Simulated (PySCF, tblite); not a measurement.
**C4H2F3O2−: dynamics, then NMR shifts on frames**

How do NMR shifts of C4H2F3O2− (`O=C([O-])/C(F)=C/C(F)F`) change as the atoms move?

Computed with tblite 0.8.0 and PySCF 2.14.0, with density-fitted response routines of our own, on a single molecule in the gas phase. Atoms are numbered from 0 throughout.

## 1. Starting geometry

11 atoms, charge -1, multiplicity 1; geometry from: GFN2-xTB.

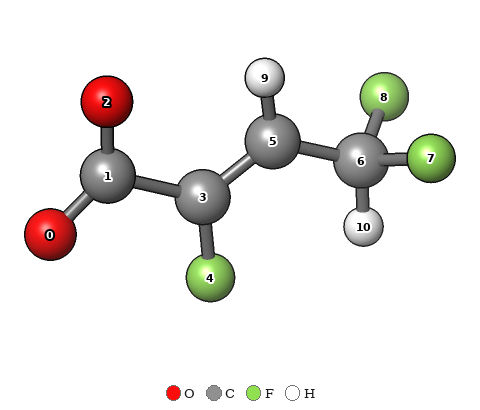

As it starts; oxygen red, carbon grey, fluorine green, hydrogen white, atoms numbered.

## 2. Dynamics with GFN2-xTB

The job: settings as JSON, then the geometry in Å.

```
{"job": {"kind": "md", "xc": "GFN2-xTB", "basis": "xTB", "temperature": 400, "steps": 2000, "every": 50, "frames": 5}, "charge": -1, "multiplicity": 1}
O      2.901628     0.458573    -1.234351
C      2.111809     0.685150    -0.324797
O      2.206055     1.350320     0.706168
C      0.680874    -0.002601    -0.482406
F      0.477307    -0.753065    -1.595032
C     -0.299703     0.119957     0.404839
C     -1.635626    -0.517596     0.269606
F     -2.655900     0.399608     0.279520
F     -1.927210    -1.348099     1.322054
H     -0.112606     0.721273     1.279229
H     -1.741204    -1.110849    -0.650794
```

Method: GFN2-xTB Langevin dynamics, gas phase.

The run is started by

```console
> OMP_NUM_THREADS=1 python probes_run.py task.json out
```

This one command runs all jobs of the session in turn.

What it wrote:

```text
t/fs     T/K      E/eV
    0.0   350.9   -874.68216
   25.0   224.3   -874.33596
   50.0   294.6   -874.35609
   75.0   289.6   -874.43881
  100.0   365.0   -874.40498
  125.0   250.1   -874.35748
  150.0   421.0   -874.30597
  175.0   291.2   -874.26273
  200.0   425.3   -874.29685
  225.0   420.4   -874.21315
  250.0   401.3   -874.18076
  275.0   301.9   -874.32016
  300.0   276.3   -874.13756
  325.0   562.6   -874.42970
  350.0   530.6   -874.22901
  375.0   412.8   -874.08863
  400.0   389.0   -873.93922
  425.0   547.2   -874.17051
  450.0   504.4   -873.98231
  475.0   548.7   -873.96056
  500.0   599.3   -873.78832
  525.0   470.0   -873.86840
  550.0   412.0   -874.02829
  575.0   246.6   -873.84326
  600.0   338.0   -874.21959
  625.0   394.4   -874.15192
  650.0   415.1   -874.19958
  675.0   527.1   -874.24300
  700.0   396.4   -874.22877
  725.0   503.7   -874.33662
  750.0   366.4   -874.20850
  775.0   356.0   -874.25560
  800.0   412.7   -874.24999
  825.0   404.1   -874.32597
  850.0   382.7   -874.35615
  875.0   362.0   -874.20160
  900.0   313.7   -874.22301
  925.0   389.3   -874.23177
  950.0   279.9   -873.93016
  975.0   563.4   -874.12333
 1000.0   573.2   -874.24197
```

Run time: 11 s. Hardware: 1 thread of Intel Xeon Platinum 8375C at 2.90GHz, shared host; peak memory 0.18 GiB.

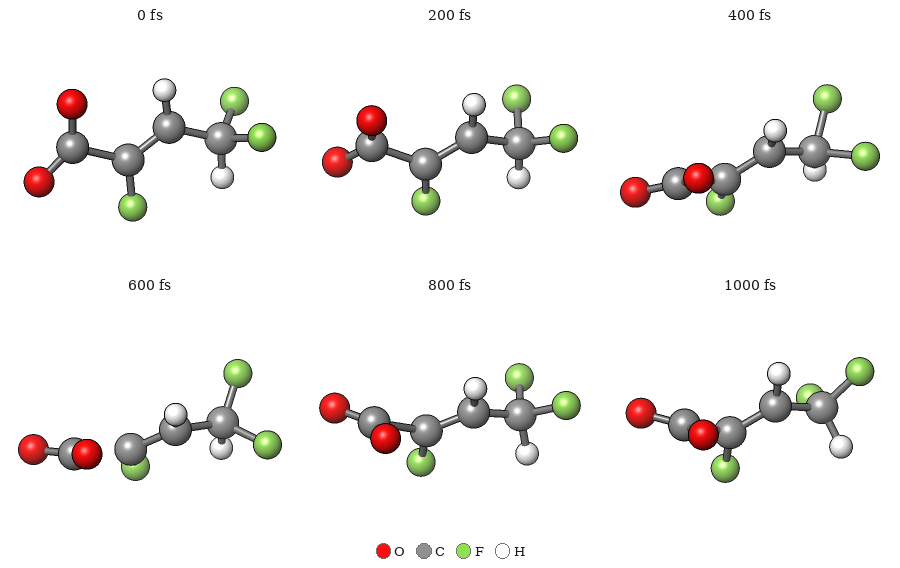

Frames of the run.

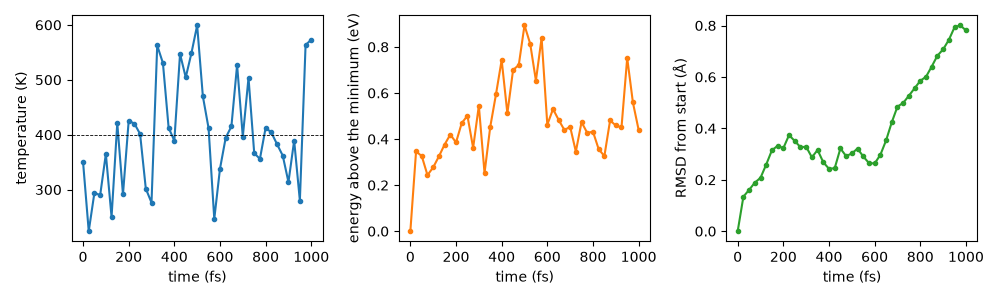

Temperature, potential energy and distance from the start.

Positions (Å) and forces (eV/Å) at 1000 fs:

```xyz
11

O     2.803   -0.067   -0.365    1.091   -0.167    0.352
C     1.692    0.326   -0.630   -1.272    1.391   -1.167
O     1.215    1.440   -0.961    0.982   -0.289    0.358
C     0.516   -0.661   -0.650   -1.337   -0.417    0.845
F     0.564   -1.793   -1.452   -0.392    0.878    0.648
C    -0.584   -0.324    0.070    0.891   -1.025    0.081
C    -1.769   -1.214    0.196   -0.527    0.665   -1.036
F    -2.663   -0.779    1.129   -0.055    0.184    0.141
F    -1.479   -2.461    0.547    0.399   -1.312    0.619
H    -0.605    0.471    0.815    0.431   -0.042   -0.683
H    -2.321   -1.311   -0.755   -0.213    0.133   -0.159
```

## 3. Shielding tensors: 250 fs, PBE0/pcSseg-1

The job: settings as JSON, then the geometry in Å.

```
{"job": {"kind": "nmr", "xc": "PBE0", "basis": "pcSseg-1", "pop": false}, "charge": -1, "multiplicity": 1}
O      2.741000    -0.403500    -0.751700
C      1.938200     0.397600    -0.340900
O      1.992100     1.598000    -0.097800
C      0.386300    -0.312100    -0.419200
F      0.326600    -1.476900    -1.134800
C     -0.686500    -0.038800     0.266000
C     -1.899900    -1.007700     0.426300
F     -3.158200    -0.362300     0.546300
F     -1.764300    -1.779900     1.522400
H     -0.517100     0.779600     0.929100
H     -1.941000    -1.696200    -0.452700
```

Method: GIAO PBE0/pcSseg-1 NMR shielding, non-relativistic, gas phase.

What it wrote:

```text
coarse grid: 11016 points
cycle   1  E = -602.5644467383  dE =  1.370e+00  |g| = 1.311e+00  |ddm| = 3.068e+00
cycle   2  E = -601.8877533608  dE =  6.767e-01  |g| = 2.323e+00  |ddm| = 3.199e+00
cycle   3  E = -602.8551409858  dE = -9.674e-01  |g| = 2.421e-01  |ddm| = 2.444e+00
cycle   4  E = -602.8660354059  dE = -1.089e-02  |g| = 1.229e-01  |ddm| = 3.256e-01
cycle   5  E = -602.8682439744  dE = -2.209e-03  |g| = 6.155e-02  |ddm| = 1.125e-01
cycle   6  E = -602.8689270944  dE = -6.831e-04  |g| = 1.424e-02  |ddm| = 5.201e-02
cycle   7  E = -602.8689631717  dE = -3.608e-05  |g| = 4.837e-03  |ddm| = 1.299e-02
cycle   8  E = -602.8689675869  dE = -4.415e-06  |g| = 1.317e-03  |ddm| = 3.692e-03
final grid: 112808 points
cycle   9  E = -602.9649968954  dE = -2.997e-05  |g| = 1.247e-02  |ddm| = 2.249e-02
cycle  10  E = -602.9649519481  dE =  4.495e-05  |g| = 2.034e-02  |ddm| = 2.600e-02
cycle  11  E = -602.9650249020  dE = -7.295e-05  |g| = 9.562e-04  |ddm| = 1.610e-02
cycle  12  E = -602.9650250273  dE = -1.254e-07  |g| = 5.465e-04  |ddm| = 1.010e-03
cycle  13  E = -602.9650250756  dE = -4.830e-08  |g| = 1.931e-04  |ddm| = 4.642e-04
cycle  14  E = -602.9650250823  dE = -6.647e-09  |g| = 5.282e-05  |ddm| = 1.679e-04
cycle  15  E = -602.9650250828  dE = -4.588e-10  |g| = 1.753e-05  |ddm| = 4.658e-05
converged SCF energy = -602.9650250828

GIAO shielding tensors (ppm)
atom      isotropic    diamagn.    paramagn.     s11        s22        s33       span
  0 O       22.407     402.597    -380.190   -145.482    -19.500    232.202    377.683
  1 C       32.378     243.043    -210.665    -71.478     29.366    139.247    210.725
  2 O       50.689     406.245    -355.556   -103.119     47.088    208.098    311.217
  3 C       -5.977     253.402    -259.379   -114.191     33.915     62.345    176.536
  4 F      268.618     477.648    -209.030    136.581    268.562    400.709    264.128
  5 C       85.396     259.129    -173.732     -3.203    115.566    143.827    147.030
  6 C       57.865     242.392    -184.526     35.247     54.922     83.427     48.180
  7 F      303.694     471.576    -167.882    168.547    356.513    386.023    217.476
  8 F      293.096     472.224    -179.128    182.667    307.245    389.375    206.708
  9 H       26.877      33.613      -6.736     24.488     26.083     30.060      5.573
 10 H       24.269      28.372      -4.102     22.178     24.206     26.423      4.245
```

It took 28 s on 1 thread of Intel Xeon Platinum 8375C at 2.90GHz, shared host; peak memory 0.73 GiB.

Shifts follow as δ = σ(reference) − σ, with reference shieldings (ppm) from runs at the same level and on the same kind of geometry: ¹H TMS 31.72, ¹³C TMS 186.9, ¹⁹F CFCl3 170.9, ¹⁷O H2O 336.1. The references are single molecules in the gas phase, so shifts against H2O, NH3, PH3, H3PO4 or CFCl3 are not on the usual liquid scales and can be off by tens of ppm. Each atom is listed at this fixed geometry, with no averaging over motion; a spectrum would average atoms that exchange fast.

| atoms | environment | σ (ppm) | δ (ppm) |
| --- | --- | --- | --- |
| C3 | α carbon of a C=C–C=O unit | -6.0 | 192.9 |
| C1 | carboxylate carbon | 32.4 | 154.5 |
| C6 | allylic sp3 CH bonded to 2 F | 57.9 | 129.1 |
| C5 | β carbon of a C=C–C=O unit | 85.4 | 101.5 |
| H10 | hydrogen on an allylic sp3 CH bonded to 2 F | 24.27 | 7.45 |
| H9 | hydrogen on a β carbon of a C=C–C=O unit | 26.88 | 4.84 |
| O0 | carboxylate oxygen | 22.4 | 313.7 |
| O2 | carboxylate oxygen | 50.7 | 285.4 |
| F4 | vinylic fluorine | 268.6 | -97.7 |
| F8 | fluorine of a CF2 group | 293.1 | -122.1 |
| F7 | fluorine of a CF2 group | 303.7 | -132.7 |

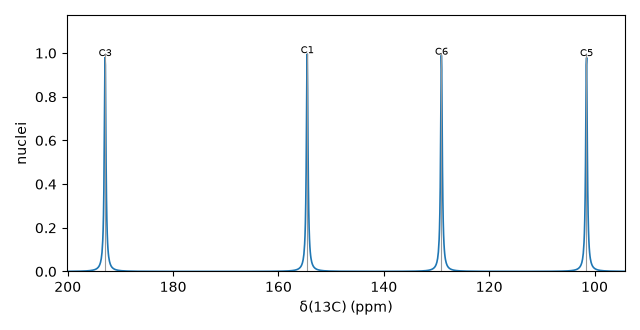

¹³C lines at the computed shifts, without couplings. Lines are broadened to a width of 0.37 ppm (Lorentzian).

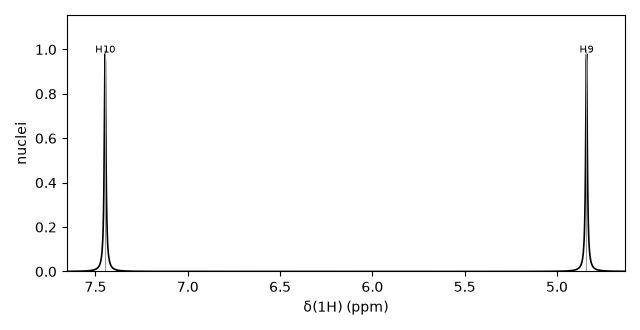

¹H lines at the computed shifts, without couplings. Lines are broadened to a width of 0.01 ppm (Lorentzian).

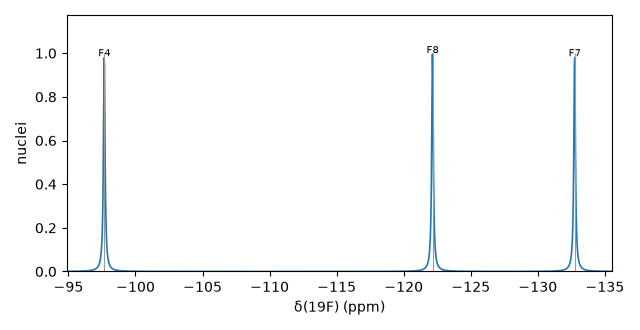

¹⁹F lines at the computed shifts, without couplings. Lines are broadened to a width of 0.14 ppm (Lorentzian).

Orbitals, density, ELF and potential are computed afterwards from the orbital file.

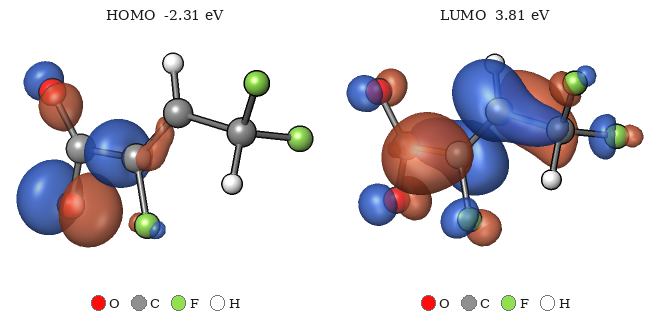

Frontier orbitals at PBE0/pcSseg-1; each surface holds 70 % of the orbital's density, blue and red mark the sign.

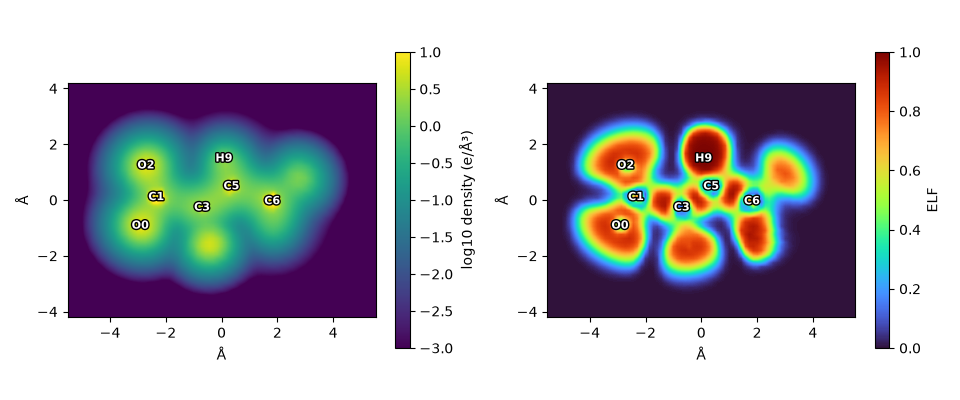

Density (left) and ELF (right) in a plane through or near 7 of the atoms.

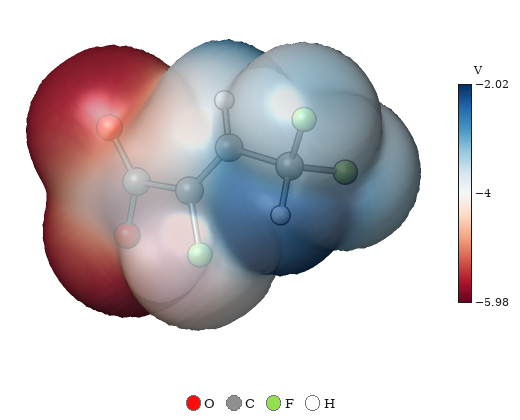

Electrostatic potential on the surface of density 0.002 e/bohr³; red is low, blue high. It runs from -5.98 V near O0 to -2.02 V near H10.

(Part 1 of 2 ends here.)
